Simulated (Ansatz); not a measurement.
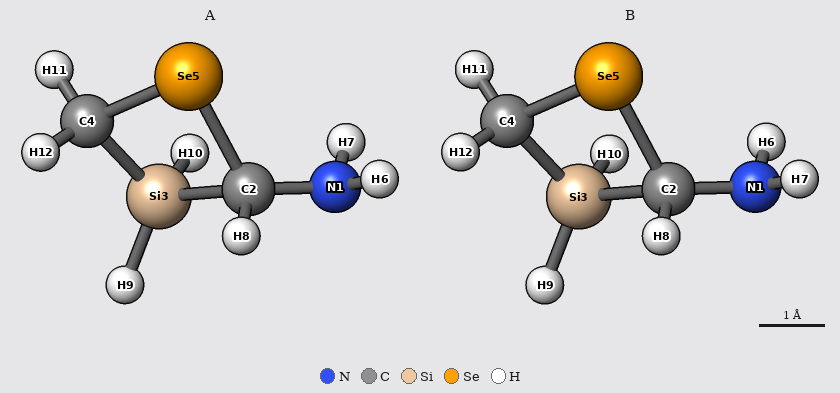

The two relaxed end points of a path for C2H7NSeSi. Style: ball-and-stick. Shown from a free direction.

Theory: RKS PBE0-D4/def2-SVP in Ansatz 0.2.0.

Run with 5 movable images; climbing image; force threshold 0.05 eV/Å; iteration limit 60.

Start:
```xyz
12

N    -2.0769    0.2705   -0.2362
C    -0.7089    0.4174   -0.5164
Si    0.4654   -1.0165   -0.0990
C     1.8154    0.1768    0.4564
Se    0.4835    1.6141    0.6985
H    -2.6373    1.0956   -0.4291
H    -2.2647   -0.0527    0.7090
H    -0.5682    0.8180   -1.5316
H     0.7807   -2.0050   -1.1825
H    -0.0976   -1.7554    1.0729
H     2.3268   -0.0704    1.3970
H     2.5589    0.4525   -0.3050
```

End:
```xyz
12

N    -2.0794    0.2715   -0.2344
C    -0.7098    0.4151   -0.5154
Si    0.4657   -1.0172   -0.0972
C     1.8154    0.1772    0.4584
Se    0.4827    1.6151    0.6932
H    -2.2666   -0.0426    0.7137
H    -2.6376    1.0972   -0.4328
H    -0.5696    0.8090   -1.5333
H     0.7841   -2.0003   -1.1860
H    -0.0940   -1.7631    1.0715
H     2.3263   -0.0667    1.3998
H     2.5598    0.4498   -0.3035
```

Question: Predict the minimum-energy path and its barrier.

Answer: The two ends have the same energy, and the highest point, image 3, lies 0.287 eV above the start. The motion is a rotation about the N1–C2 bond. No bond forms or breaks between the ends. Among the angles between lasting bonds that change up to the highest image: C4–Si3–H9 118.6° → 110.0°, C2–Si3–H10 108.2° → 116.2°. The band converged in 15 iterations. The largest component of the band force went from 34 to 0.049 eV/Å. The climbing image converged on the top of the path. Its vibrational analysis gives one imaginary mode (320i cm⁻¹), as a transition state must have.

Energies of the converged images:

| image | path (Å) | E (eV) |
| --- | --- | --- |
| 0 | 0.00 | 0.000 |
| 1 | 1.11 | 0.036 |
| 2 | 2.22 | 0.067 |
| 3 | 3.33 | 0.287 |
| 4 | 4.64 | 0.194 |
| 5 | 5.95 | 0.043 |
| 6 | 7.27 | 0.000 |

The geometry at the top of the path:

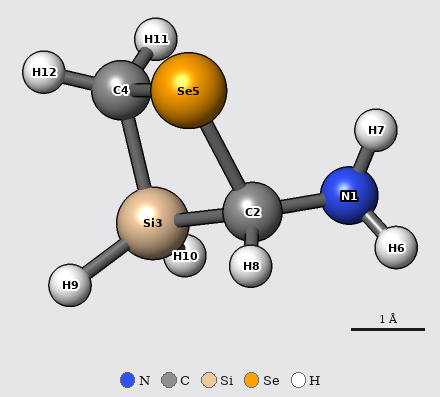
